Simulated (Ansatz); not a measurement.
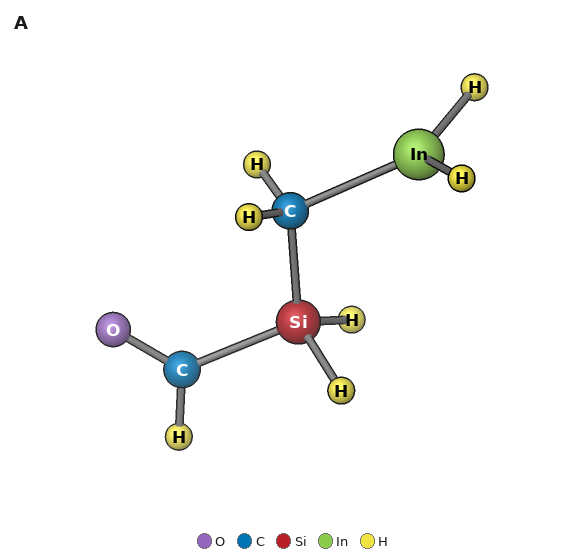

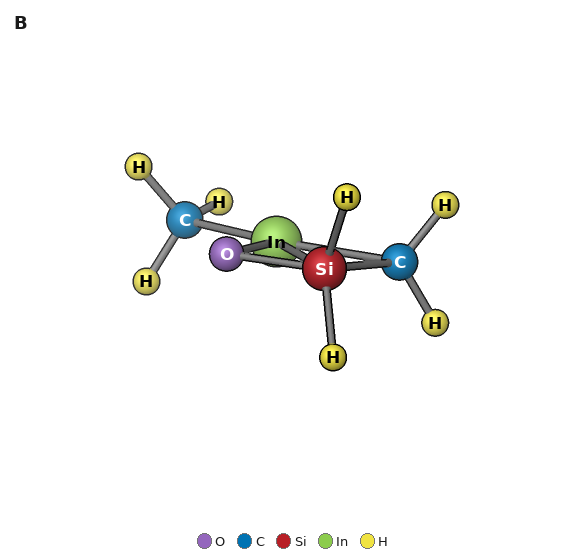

2 stationary structures of one formula. Geometries: PBE0-D4/def2-TZVP. Electronic energies: r2SCAN-D4/def2-TZVPP (Ansatz 0.2.0), without zero-point energy. No frequency run is at hand to confirm each as a minimum. Each is one conformer, not always the lowest.

> Which structure is the most stable?

B is lowest; A lies 2.853 eV above it.

Give E(B) − E(A) in eV at these levels too: PBE0-D4/def2-TZVPP; B2PLYP (frozen core)/def2-TZVPP; RHF-MP2 (frozen core)/def2-QZVPP; ωB97X-V/def2-TZVPP; B3LYP-D4/def2-TZVPP; ωB97M-V/def2-TZVPP; PBE-D4/def2-TZVPP; RHF-CCSD(T) (frozen core)/def2-TZVPP.

```csv
level,E(B) − E(A) (eV)
PBE0-D4/def2-TZVPP,−2.755
B2PLYP (frozen core)/def2-TZVPP,−2.829
RHF-MP2 (frozen core)/def2-QZVPP,−3.214
ωB97X-V/def2-TZVPP,−2.706
B3LYP-D4/def2-TZVPP,−2.654
ωB97M-V/def2-TZVPP,−2.732
PBE-D4/def2-TZVPP,−2.679
RHF-CCSD(T) (frozen core)/def2-TZVPP,−2.828
```
